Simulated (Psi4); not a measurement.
**HBS (hydrogen boron sulfide) at BCCD(T)/3-21G (print mos yes)**

Aim: the energy of HBS (hydrogen boron sulfide). The job is set up through a Python script.

Program for the calculation: Psi4 1.11.

1 further run of the same task is left out (it didn't finish).

### Step 1. The structure to begin with

HBS has 3 atoms, charge 0, and is taken as a singlet. As SMILES, `B=S`. The coordinates come from a GFN2-xTB (4 decimals) relaxation.

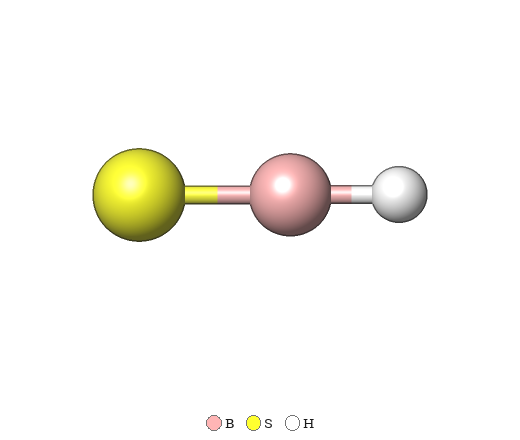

Viewed from a chosen angle; boron pink, sulfur yellow, hydrogen white.

### Step 2. The energy at BCCD(T)/3-21G (print mos yes)

bhs.sdf reads:

```

     RDKit          3D

  3  2  0  0  0  0  0  0  0  0999 V2000
   -0.0410   -0.0161    0.1425 B   0  0  0  0  0  0  0  0  0  0  0  0
    0.3953    0.1465   -1.3797 S   0  0  0  0  0  0  0  0  0  0  0  0
   -0.3543   -0.1304    1.2371 H   0  0  0  0  0  0  0  0  0  0  0  0
  2  1  2  0
  3  1  1  0
M  END
$$$$
```

calc.py reads:

```python
import psi4
from rdkit import Chem

psi4.set_memory(1600000000)
psi4.set_num_threads(1)
psi4.core.set_output_file('psi4.out', False)

rd = Chem.SDMolSupplier('bhs.sdf', removeHs=False, sanitize=False)[0]
xyz = rd.GetConformer().GetPositions()
atoms = '\n'.join(f'{a.GetSymbol()} {x:.4f} {y:.4f} {z:.4f}' for a, (x, y, z) in zip(rd.GetAtoms(), xyz))
molecule = psi4.geometry('0 1\n' + atoms + '')

psi4.set_options({
    'reference': 'rhf',
    'scf_type': 'pk',
    'print_mos': True,
    'soscf': True,
})

result = psi4.energy("bccd(t)/3-21G", molecule=molecule)
print(f'bccd(t)/3-21G energy: {result:.10f} Eh')
```

On the command line:

```sh
$ python calc.py
```

Q: Predict the results. Wanted: total energy; HOMO energy; LUMO energy; HOMO–LUMO gap; correlation energy.

**Answer.** As computed:

Level: BCCD(T)/3-21G (print mos yes).

| quantity | value |
| --- | --- |
| total energy | -420.83643 Eh |
| HOMO energy (Hartree–Fock orbitals) | -11.21 eV |
| LUMO energy (Hartree–Fock orbitals) | 2.41 eV |
| HOMO–LUMO gap (Hartree–Fock orbitals) | 13.62 eV |
| correlation energy | -139.5 mEh |
